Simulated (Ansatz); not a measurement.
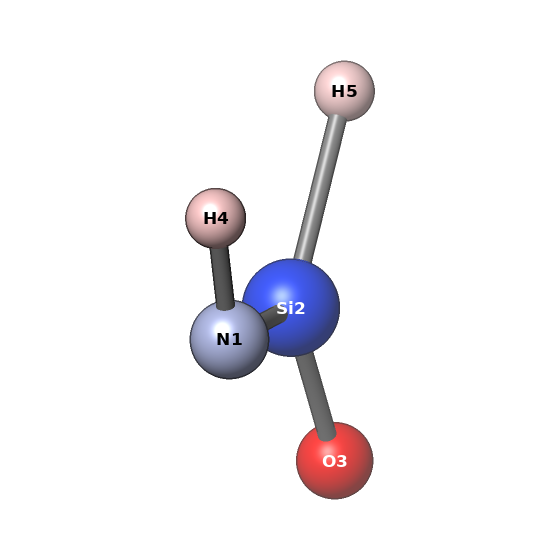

Source: calculation with Ansatz.

Si2 lies behind N1. The molecule seen a little off the N1–Si2 bond, N1 in front. Depth is shown by fading: the farther an atom, the more it takes the colour of the background. Charge −1, singlet. Geometry: atoms displaced at random (about 0.05 Å) from a stationary point of GFN2-xTB.

Question: What is the torsion angle H4–N1–Si2–O3? The sign is positive where the front bond must turn clockwise to cover the back bond.

Answer: 177°, antiperiplanar (anti).
